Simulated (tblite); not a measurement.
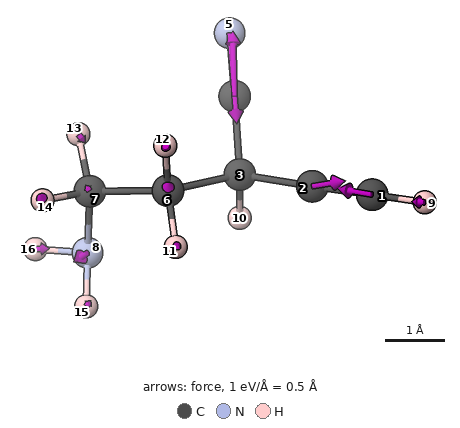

Starting geometry of C$_{6}$H$_{8}$N$_{2}$ with the computed forces as purple arrows. A ball-and-stick model, seen at a tilt.

Theory: tblite, GFN2-xTB geometry optimisation, gas phase. 

**What follows when this structure is relaxed?**

It isn't relaxed: the largest force vector, on an N atom, is 3.39 eV/Å. The final displacements have little in common with the starting forces (cosine between the two patterns 0.18). The largest move after the best rigid fit is that of an H atom, 0.19 Å. By element the largest moves are H 0.19 Å, N 0.14 Å, C 0.10 Å. Some distances before and after: C–N 1.170 → 1.143 Å, C–C 1.472 → 1.448 Å, C–C 1.214 → 1.196 Å, H–N 1.029 → 1.013 Å. Bond angles that change, for instance: C–C–C 113.0° → 108.3°, C–C–C 114.1° → 110.3°, N–C–H 109.6° → 113.4°. The energy falls by 16.8 kJ/mol in 50 geometry steps. Cost: 0.29 s on 1 thread of Arm Neoverse V1, on a shared host.
